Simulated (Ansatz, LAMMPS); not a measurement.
# Amorphous 63GeO2-24PbO-13Al2O3 (mol %) (115 atoms): a single point

Aim: energy, forces, charges and density of states of amorphous 63GeO2-24PbO-13Al2O3 (mol %) (115 atoms) at a fixed geometry.

Calculated with Ansatz 0.2.0; Kohn-Sham DFT, PBE, PAW (set soft_2), plane waves.

**1. Starting point**

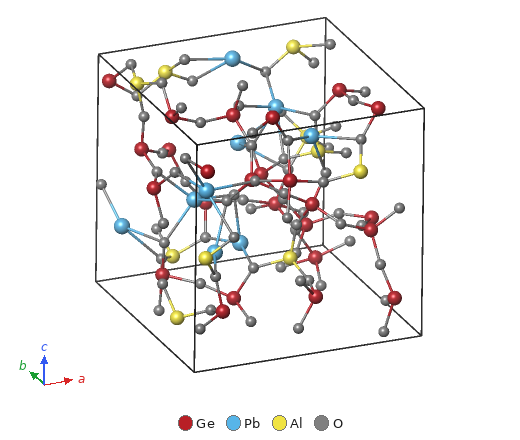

Start, viewed slightly off an axis; germanium red, lead blue, aluminium yellow, oxygen grey. Bonds to atoms that aren't drawn are left out. Some periodic images of atoms are drawn too.

The cell holds 115 atoms: 24 Ge, 9 Pb, 10 Al and 72 O. Its edges and angles: a = 11.931 Å, b = 11.931 Å, c = 11.931 Å, α = 90.0°, β = 90.0°, γ = 90.0°. 115 atoms (24 Ge, 9 Sr, 10 Al, 72 O) placed at random at 3.86 g/cm³, melted at 5000 K for 10 ps at fixed volume with the Morse and Coulomb pair potential with partial charges (Pedone, Malavasi, Menziani, Cormack and Segre, J. Phys. Chem. B 110, 11780 (2006)). Quenched from 5000 K to 300 K at 1000 K/ps and fixed volume, held 10 ps at zero pressure, then minimised at fixed cell. Then Sr was replaced by Pb and the cell scaled by 1.008 (the potential has no terms for the new elements, so the cell is a start for a DFT relaxation).

What the set-up can't give: The quench rate of 1000 K/ps is orders of magnitude faster than experiment, which tends to freeze in extra defects. The network of bonds at the start is that of the classical potential that made the cell, and needn't be the one that DFT or experiment would give. Sampling is at Γ alone, for a cell whose shortest periodic width is 12 Å. No spin–orbit coupling is included, so levels derived from the heavy atoms are approximate.

**2. The classical run that made the cell**

A classical potential supplies the starting structure, since it reaches far longer times than DFT.

This step: classical MD, Morse and Coulomb pair potential with partial charges (Pedone, Malavasi, Menziani, Cormack and Segre, J. Phys. Chem. B 110, 11780 (2006)) (LAMMPS 22 Jul 2025 - Update 4).

File in.lmp:

```
# melt-quench of Ge24Sr9Al10O72
units metal
atom_style charge
boundary p p p
region box block 0 11.9397 0 11.9397 0 11.9397
create_box 4 box
mass 1 72.6300   # Ge
mass 2 87.6200   # Sr
mass 3 26.9815   # Al
mass 4 15.9990   # O
create_atoms 1 random 24 562564 NULL overlap 1.5 maxtry 2000
create_atoms 2 random 9 562571 NULL overlap 1.5 maxtry 2000
create_atoms 3 random 10 562578 NULL overlap 1.5 maxtry 2000
create_atoms 4 random 72 562585 NULL overlap 1.5 maxtry 2000
pair_style hybrid/overlay pedone 5.5 coul/long 8.0
pair_coeff * * coul/long
pair_coeff 1 4 pedone 0.158118 2.294230 2.261313 5   # Ge-O
pair_coeff 2 4 pedone 0.019623 1.886000 3.328330 3   # Sr-O
pair_coeff 3 4 pedone 0.361581 1.900442 2.164818 0.9   # Al-O
pair_coeff 4 4 pedone 0.042395 1.379316 3.618701 22   # O-O
set type 1 charge 2.4
set type 2 charge 1.2
set type 3 charge 1.8
set type 4 charge -1.2
kspace_style pppm 1.0e-4
neigh_modify delay 0 every 1 check yes
thermo_style custom step time temp pe press density
thermo_modify norm yes
timestep 0.002
thermo 100
min_style cg
minimize 1e-4 1e-4 200 2000
reset_timestep 0
velocity all create 5000 562565 mom yes dist gaussian
# [... 14 lines left out ...]
thermo 1666
fix md all npt temp 300 300 0.2 iso 0 0 2
run 5000 post no
unfix md
thermo 100
min_style cg
minimize 0 1e-3 2000 20000
write_dump all custom glass.dump id type xs ys zs modify sort id
```

Run with:

```bash
lmp -in in.lmp -log none -nocite
```

Numbers of over 12 decimals in the logs are rounded to 6 here.

Output:

```text
LAMMPS (22 Jul 2025 - Update 4)
Created orthogonal box = (0 0 0) to (11.9397 11.9397 11.9397)
Created 24 atoms
Created 9 atoms
Created 10 atoms
Created 72 atoms
PPPM initialization ...
  G vector (1/distance) = 0.37393042
  grid = 12 12 12
  estimated relative force accuracy = 8.4227747e-05
   Step          Time           Temp          PotEng         Press         Density
         0   0              0             -2.3138925      624661.21      3.8569526
        88   0.176          0             -14.215104      14813.23       3.8569526
Loop time of 0.203381 s on 1 MPI rank(s) for 88 steps with 115 atoms
Minimization stats:
  Stopping criterion = energy tolerance
  Energy initial, next-to-last, final =
     -2.31389251210273  -14.2139126084887  -14.2151037052492
  Force two-norm initial, final = 299.56509 2.7474507
  Iterations, force evaluations = 88 109
   Step          Time           Temp          PotEng         Press         Density
[... 12 lines left out ...]
[... 1 line left out ...]
Loop time of 4.76824 s on 1 MPI rank(s) for 5000 steps with 115 atoms
   Step          Time           Temp          PotEng         Press         Density
[... 12 lines left out ...]
Loop time of 2.15132 s on 1 MPI rank(s) for 2350 steps with 115 atoms
   Step          Time           Temp          PotEng         Press         Density
[... 3 lines left out ...]
     13328   26.656         257.33324     -14.267575     -9599.7478      3.9607662
     13350   26.7           256.42294     -14.268603      11964.155      3.9590028
Loop time of 5.70467 s on 1 MPI rank(s) for 5000 steps with 115 atoms
   Step          Time           Temp          PotEng         Press         Density
     13350   26.7           256.42294     -14.268604      11963.389      3.9590028
     13373   26.746         256.42294     -14.304858     -2383.0436      3.9590028
Loop time of 0.0701533 s on 1 MPI rank(s) for 23 steps with 115 atoms
Minimization stats:
  Stopping criterion = linesearch alpha is zero
  Energy initial, next-to-last, final =
     -14.2686040039477  -14.3048584168783  -14.3048584168783
  Force two-norm initial, final = 13.954549 0.43136477
  Iterations, force evaluations = 23 77
```

Run time: 15 s. Hardware: 1 thread of Intel Xeon Platinum 8259CL at 2.50GHz (Skylake/Cascade Lake), shared host; peak memory 0.079 GiB.

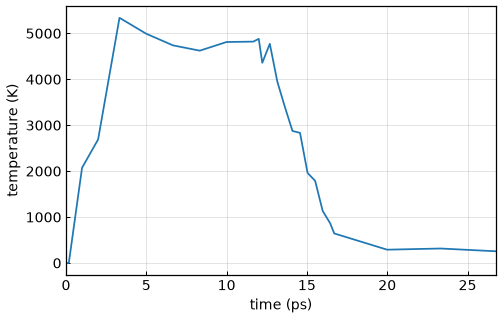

Temperature, plotted against time.

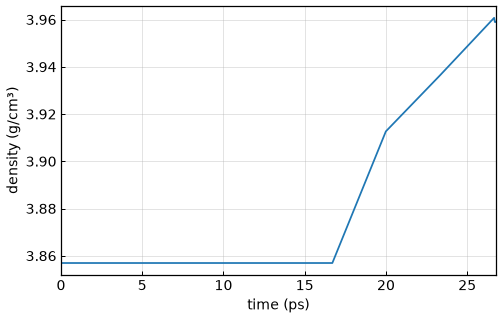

Density, plotted against time.

**3. Plane-wave single point**

One self-consistent run at the given positions yields energy and forces.

File input.yaml:

```yaml
crystal:
  lattice:
    - [11.93091, 0.0, 0.0]
    - [0.0, 11.93091, 0.0]
    - [0.0, 0.0, 11.93091]
  atoms:
    - { symbol: Ge, position: [0.89331, 0.03135, 0.17067] }
    - { symbol: Ge, position: [0.11359, 0.5132, 0.90024] }
    - { symbol: Ge, position: [0.57291, 0.65845, 0.51664] }
    - { symbol: Ge, position: [0.356, 0.42307, 0.10026] }
    - { symbol: Ge, position: [0.39494, 0.54054, 0.8521] }
    - { symbol: Ge, position: [0.39058, 0.33488, 0.65046] }
    - { symbol: Ge, position: [0.0492, 0.00157, 0.8736] }
    - { symbol: Ge, position: [0.57455, 0.09741, 0.20168] }
    - { symbol: Ge, position: [0.02587, 0.48643, 0.61167] }
    - { symbol: Ge, position: [0.72706, 0.86242, 0.28083] }
    - { symbol: Ge, position: [0.28834, 0.93793, 0.55733] }
    - { symbol: Ge, position: [0.45096, 0.08731, 0.73585] }
    - { symbol: Ge, position: [0.43812, 0.90466, 0.31488] }
    - { symbol: Ge, position: [0.402, 0.15855, 0.99232] }
    - { symbol: Ge, position: [0.12584, 0.61746, 0.1629] }
    - { symbol: Ge, position: [0.88591, 0.20128, 0.93825] }
    - { symbol: Ge, position: [0.96756, 0.4404, 0.3484] }
    - { symbol: Ge, position: [0.16415, 0.09387, 0.2038] }
    - { symbol: Ge, position: [0.64013, 0.29424, 0.51901] }
    - { symbol: Ge, position: [0.8406, 0.71188, 0.08593] }
    - { symbol: Ge, position: [0.84123, 0.49207, 0.90956] }
    - { symbol: Ge, position: [0.74123, 0.58473, 0.29632] }
    - { symbol: Ge, position: [0.08812, 0.75745, 0.665] }
    - { symbol: Ge, position: [0.85493, 0.19022, 0.41251] }
    - { symbol: Pb, position: [0.2512, 0.59195, 0.483] }
    - { symbol: Pb, position: [0.47244, 0.62987, 0.24174] }
    - { symbol: Pb, position: [0.63777, 0.30338, 0.81556] }
    - { symbol: Pb, position: [0.52493, 0.84998, 0.95548] }
    - { symbol: Pb, position: [0.6643, 0.72482, 0.77043] }
    - { symbol: Pb, position: [0.23116, 0.33537, 0.35586] }
    - { symbol: Pb, position: [0.61148, 0.97998, 0.51963] }
    - { symbol: Pb, position: [0.13028, 0.19637, 0.69931] }
    - { symbol: Pb, position: [0.01979, 0.78872, 0.325] }
    - { symbol: Al, position: [0.81738, 0.90525, 0.93801] }
    - { symbol: Al, position: [0.06047, 0.31574, 0.10409] }
    - { symbol: Al, position: [0.06892, 0.76601, 0.95206] }
    - { symbol: Al, position: [0.07622, 0.07276, 0.4601] }
    - { symbol: Al, position: [0.88313, 0.90562, 0.53303] }
    - { symbol: Al, position: [0.58075, 0.37365, 0.2606] }
    - { symbol: Al, position: [0.74985, 0.49144, 0.65567] }
    - { symbol: Al, position: [0.27571, 0.95472, 0.89451] }
    - { symbol: Al, position: [0.27482, 0.85725, 0.12468] }
    - { symbol: Al, position: [0.73919, 0.03662, 0.74903] }
    - { symbol: O, position: [0.96879, 0.16548, 0.50024] }
    - { symbol: O, position: [0.97027, 0.66104, 0.15716] }
    - { symbol: O, position: [0.37421, 0.28953, 0.04739] }
    - { symbol: O, position: [0.40419, 0.82366, 0.19973] }
    - { symbol: O, position: [0.86334, 0.89052, 0.20855] }
    - { symbol: O, position: [0.18096, 0.75672, 0.16839] }
    - { symbol: O, position: [0.94239, 0.23149, 0.07282] }
    - { symbol: O, position: [0.72441, 0.35201, 0.62058] }
    - { symbol: O, position: [0.0317, 0.40087, 0.22402] }
    - { symbol: O, position: [0.10507, 0.91125, 0.97382] }
    - { symbol: O, position: [0.48393, 0.04512, 0.30627] }
    - { symbol: O, position: [0.42859, 0.42919, 0.75759] }
    - { symbol: O, position: [0.24778, 0.53198, 0.84628] }
    - { symbol: O, position: [0.41816, 0.5008, 0.99344] }
    - { symbol: O, position: [0.86999, 0.54607, 0.34093] }
    - { symbol: O, position: [0.66118, 0.6311, 0.40416] }
    - { symbol: O, position: [0.74381, 0.51322, 0.80437] }
    - { symbol: O, position: [0.31322, 0.84743, 0.98658] }
    - { symbol: O, position: [0.09556, 0.61604, 0.6206] }
    - { symbol: O, position: [0.92489, 0.78035, 0.98227] }
    - { symbol: O, position: [0.26036, 0.98798, 0.19486] }
    - { symbol: O, position: [0.60407, 0.23709, 0.213] }
    - { symbol: O, position: [0.43744, 0.41443, 0.2236] }
    - { symbol: O, position: [0.63294, 0.56509, 0.61119] }
    - { symbol: O, position: [0.28117, 0.08378, 0.97334] }
    - { symbol: O, position: [0.65857, 0.49369, 0.22099] }
    - { symbol: O, position: [0.72912, 0.8036, 0.02491] }
    - { symbol: O, position: [0.59816, 0.08821, 0.70497] }
    - { symbol: O, position: [0.14616, 0.12995, 0.3454] }
    - { symbol: O, position: [0.40551, 0.0063, 0.61164] }
    - { symbol: O, position: [0.60665, 0.37165, 0.40337] }
    - { symbol: O, position: [0.03811, 0.03421, 0.17086] }
    - { symbol: O, position: [0.8093, 0.57993, 0.02011] }
    - { symbol: O, position: [0.87468, 0.32815, 0.3748] }
    - { symbol: O, position: [0.18724, 0.04227, 0.54708] }
    [... 31 atom lines left out ...]
    - { symbol: O, position: [0.84738, 0.03128, 0.03027] }
    - { symbol: O, position: [0.6783, 0.99565, 0.21302] }
    - { symbol: O, position: [0.99844, 0.95324, 0.44639] }
    - { symbol: O, position: [0.17076, 0.23003, 0.15473] }
    - { symbol: O, position: [0.97277, 0.5332, 0.86419] }
    - { symbol: O, position: [0.88536, 0.51652, 0.61709] }
kpoints:
  mp_grid: { grid: [1, 1, 1] }
hamiltonian:
  xc: pbe
scf:
  occupations: { method: fermi_dirac, width: 0.025 }
output:
  forces: true
  stress: true
  populations: true
  dos:
    method: { smearing: { sigma: 0.08 } }
    de: 0.1
    projected: { site_lists: { Al: [Al], Ge: [Ge], O: [O], Pb: [Pb] } }
  eigenvalues: true
  write_density: true
  write_potential: true
  volumetric_format: npy
```

Run with:

```bash
ansatz run input.yaml --threads 8 --pin off --max-ram 15872MiB --backend cpu --events-out ev --progress --plain --runs-dir out
```

Output:

```text
Engine: ansatz 0.2.0, x86_64-unknown-linux-gnu
Pseudopotentials: kind: paw
Pseudopotential: Ge, paw, valence charge 14, recommended cutoff 420 eV (normal), Ge.paw.azcp
Pseudopotential: Pb, paw, valence charge 14, recommended cutoff 420 eV (normal), Pb.paw.azcp
Pseudopotential: Al, paw, valence charge 3, recommended cutoff 420 eV (normal), Al.paw.azcp
Pseudopotential: O, paw, valence charge 6, recommended cutoff 420 eV (normal), O.paw.azcp
[... 5 lines on functional and potentials left out ...]
Crystal: 115 atoms, lattice volume = 1698.325 Å³
Basis set: ecut = 420 eV, 33131 PW (Γ), exchange–correlation on 160×160×160 points (8 copies of the dense FFT grid, shifted against one another)
Bands: 577, of which v1, the nominal top of the filled ones, is band 462 counted from 1 (461 counted from 0)
Symmetry: 1 space group operations
Space group: P1 (ITA 1), of the structure as read, at distance tolerance 1.2e-4 Å
k-points: 1
[... 9 lines on functional and potentials left out ...]
Initial density: superposition of atomic densities (neutral atoms: chi_scale 0, normalization atom), corrected by the library's trained network
Initial wavefunctions: pseudopotential atomic-orbital guess
Functional: x = pbe(κ = 0.804, μ = 0.219515), c = pbe(β = 0.066725)
SCF iter   1: F=—  HF=-256481.551671 eV  |F-HF|=—  |Δ(HF+E_count)|=         —  Δρ=2.84e-3  dr2=1.94e-1  ethr=1.77e-3  ⟨swp⟩=6.0  Hψ=2342  notcnv=0  defer=20
preconditioner: auto → Resta (q_TF=auto, 2.465 Å⁻¹)  ε∞=3.1  [insulator: Δε(μ)=2.220 eV  Ē_g=18.996 eV  σ=0.025 eV  W_gap=1.00  n_scr=436 (ndim 8)  ℏωp=27.4 eV  f_vac=0.159  D(μ)=0.00/eV (n_scr^D=0)  ε∞_Penn≈3.1]
SCF iter   2: F=—  HF=-256481.540566 eV  |F-HF|=—  |Δ(HF+E_count)|=   1.11e-2  Δρ=1.57e-3  dr2=3.73e-2  ethr=2.10e-5  ⟨swp⟩=2.0  Hψ=1010  notcnv=0  defer=111
SCF iter   3: F=—  HF=-256481.540658 eV  |F-HF|=—  |Δ(HF+E_count)|=   9.17e-5  Δρ=7.22e-4  dr2=1.18e-2  ethr=4.04e-6  ⟨swp⟩=2.0  Hψ=789  notcnv=0  defer=111
SCF iter   4: F=—  HF=-256481.540882 eV  |F-HF|=—  |Δ(HF+E_count)|=   2.24e-4  Δρ=3.41e-4  dr2=2.09e-3  ethr=1.28e-6  ⟨swp⟩=2.0  Hψ=751  notcnv=0  defer=111
SCF iter   5: F=—  HF=-256481.540821 eV  |F-HF|=—  |Δ(HF+E_count)|=   6.04e-5  Δρ=1.58e-4  dr2=4.45e-4  ethr=2.26e-7  ⟨swp⟩=2.0  Hψ=785  notcnv=0  defer=111
SCF iter   6: F=—  HF=-256481.540885 eV  |F-HF|=—  |Δ(HF+E_count)|=   6.38e-5  Δρ=6.16e-5  dr2=6.89e-5  ethr=4.82e-8  ⟨swp⟩=2.0  Hψ=785  notcnv=0  defer=111
SCF iter   7: F=—  HF=-256481.541185 eV  |F-HF|=—  |Δ(HF+E_count)|=   3.00e-4  Δρ=2.72e-5  dr2=1.27e-5  ethr=7.46e-9  ⟨swp⟩=2.0  Hψ=898  notcnv=0  defer=111
SCF iter   8: F=—  HF=-256481.541192 eV  |F-HF|=—  |Δ(HF+E_count)|=   7.15e-6  Δρ=9.99e-6  dr2=1.83e-6  ethr=1.37e-9  ⟨swp⟩=2.0  Hψ=764  notcnv=0  defer=111
SCF iter   9: F=—  HF=-256481.541194 eV  |F-HF|=—  |Δ(HF+E_count)|=   1.97e-6  Δρ=5.47e-6  dr2=5.03e-7  ethr=1.99e-10  ⟨swp⟩=2.0  Hψ=907  notcnv=0  defer=111
SCF iter  10: F=-256481.541195 eV  HF=-256481.541195 eV  |F-HF|=5.10e-8  |Δ(HF+E_count)|=   3.03e-7  Δρ=1.60e-6  dr2=4.53e-8  ethr=1.08e-11  ⟨swp⟩=15.0  Hψ=4697  notcnv=0
SCF 1 converged in 10 iterations: F = -256481.541195 eV  dr2 = 4.53e-8
  greatest PAW one-centre occupation: 0.999 electrons in one spin orbital (limit 2), on the Ge atom at site 19 (counted from 0), in its partial waves of l = 2
SCF converged after 10 iterations
Free energy (F): -256481.541195 eV
Harris-Foulkes:  -256481.541195 eV  (|F-HF|=5.10e-8)
Internal energy: -256481.541195 eV  (E = F + TS)
E sigma→0 (E₀):  -256481.541195 eV
Fermi energy:    6.204238 eV
--- Per-component energies (eV) ---
  E_band       = -6537.582436
  E_kinetic    = 18177.458257
  E_local      = -118351.992302  (includes V_loc(G=0)·N_el)
  E_nonlocal   = 16944.511766
  E_hartree    = 49922.257045
  E_xc         = -9487.027293
  E_vxc        = -9783.914948  (∫ρ·V_xc dr)
  E_paw        = -158340.722573  (= ΣΔE_a)
  E_vpaw       = -13368.332813  (= ΣTr[D̂ρ^β])
  E_aug_tail   = 0.186086  (compensation charges beyond the density's cutoff)
  E_ewald      = -55346.212181
  E_smearing   = -0.000000  (= −TS)
  E_closure    = -0.000000  (closes the sum)
  Σ components = -256481.541195   (vs F -256481.541195, Δ=0.00e0)
--- Forces (eV/Å), atoms counted from 1 ---
  atom   1  Ge    -0.24627041     1.04246402     0.11407486
  atom   2  Ge    -0.18343603    -1.20606933     1.30938145
  atom   3  Ge     0.54886421    -0.47044159    -0.10677197
  atom   4  Ge    -0.51324895    -0.22227604    -1.07130955
  atom   5  Ge    -0.99226990    -0.94632103     0.60227517
  atom   6  Ge     0.26175192     0.58169765     0.03058985
  atom   7  Ge    -0.87526535    -0.85620953     0.41330843
  atom   8  Ge    -0.19833228     0.03745397     0.36425520
  atom   9  Ge    -1.74555453    -0.39124110     0.87333440
  atom  10  Ge    -0.51576977     1.56085090     0.26247503
  atom  11  Ge    -0.51456879     0.53499698    -0.15882351
  atom  12  Ge    -0.64493459     0.50928409     1.20542655
  atom  13  Ge     1.29055188     1.35771322    -0.40462755
  atom  14  Ge    -0.64667606    -0.20214221     0.28924572
[...]
atom 114  O      0.47109529     0.96096547    -1.49432714
  atom 115  O     -0.39776475     0.59413601    -0.32356005
  max |Σ_I F_I| component: 5.84e-5 eV/Å
--- Stress (GPa, compression-positive) ---
        2.482368       0.706580      -0.732510
        0.706580       3.364175      -0.779206
       -0.732517      -0.779204       4.131006
  P = ⅓ Tr σ = 3.3258 GPa (33.258 kbar)
--- Band table (eV) ---
  k-point 0: bands = ["-19.6249", "-19.6060", "-19.5596", "-19.5320", [... 561 levels ...], "14.4741", "14.5054", "14.5407", "14.5716", "14.6074", "14.6188", "14.6650", "14.7091", "14.7512", "14.8258", "14.8742", "14.9088"]
--- Löwdin populations: 115 sites ---
  site symbol       q [e]
     0     Ge     12.4164
     1     Ge     12.4122
     2     Ge     12.4263
[...]
114      O      6.8242
  spilling = 0.005195 (of n_electrons = 924.000000)
```

Wall time 31 s (8 threads of Intel Xeon Platinum 8259CL at 2.50GHz (Skylake/Cascade Lake), shared host); peak memory 2.9 GiB; 3.6 min of CPU time.

The run gave:

- free energy: -256481.5412 eV
- free energy per atom: -2230.2743 eV/atom
- SCF cycles: 10
- pressure: 3.326 GPa
- r.m.s. force component: 0.7689 eV/Å
- longest force: 2.431 eV/Å
- Fermi energy: 6.204 eV
- gap (highest filled to lowest empty level): 2.135 eV
- spilling of the projection: 0.005195

Length of the force by element:

| element | coordination | atoms | mean length of the force (eV/Å) | spread | least | most |
| --- | --- | --- | --- | --- | --- | --- |
| Al | all | 10 | 1.06 | 0.410 | 0.519 | 1.81 |
| Ge | all | 24 | 1.30 | 0.479 | 0.393 | 1.99 |
| O | all | 72 | 1.30 | 0.485 | 0.412 | 2.43 |
| Pb | all | 9 | 0.740 | 0.322 | 0.306 | 1.34 |

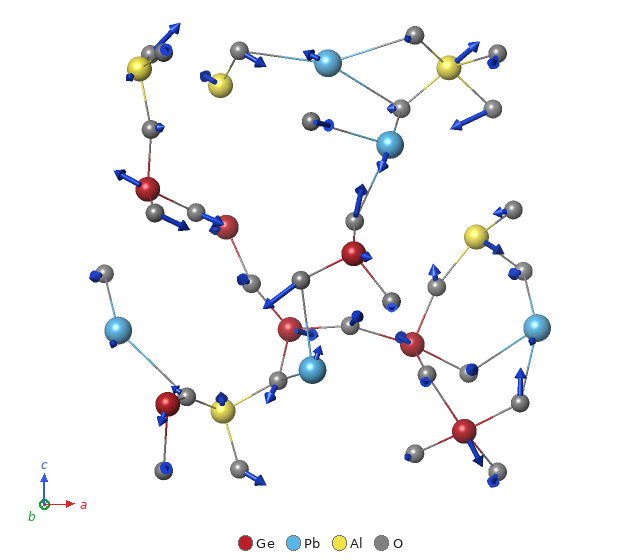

Forces as arrows; the longest in the cell is 2.43 eV/Å. Drawn is a slice 4 Å thick, seen along the normal of the ac plane.

Löwdin charges by element (they lack the spilled electrons, 0.042 e an atom on average):

| element | coordination | atoms | mean charge (e) | spread | least | most |
| --- | --- | --- | --- | --- | --- | --- |
| Al | all | 10 | 1.30 | 0.0249 | 1.26 | 1.34 |
| Ge | all | 24 | 1.57 | 0.0328 | 1.49 | 1.61 |
| O | all | 72 | -0.777 | 0.0338 | -0.877 | -0.683 |
| Pb | all | 9 | 1.11 | 0.0256 | 1.06 | 1.16 |

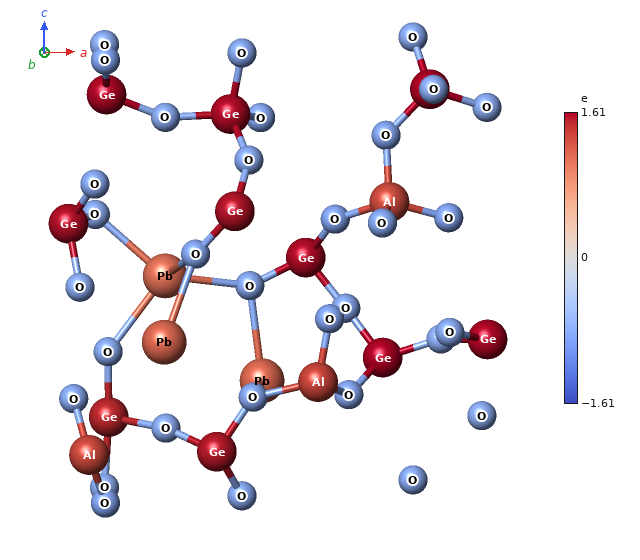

Atoms coloured by Löwdin charge. Drawn is a slice 4 Å thick, seen along the normal of the ac plane. Bonds to atoms that aren't drawn are left out.

(Part 1 of 2 ends here.)

[Logs are printed without paths, hosts, clocks, repeated set-up lines and the standing remarks that a program may print on its own settings, such as how far it seeks lower states.]

[Hosts, paths, dates, database ids (printed as entryN), source tags and the programs' standing remarks are cut or masked in the printed files.]
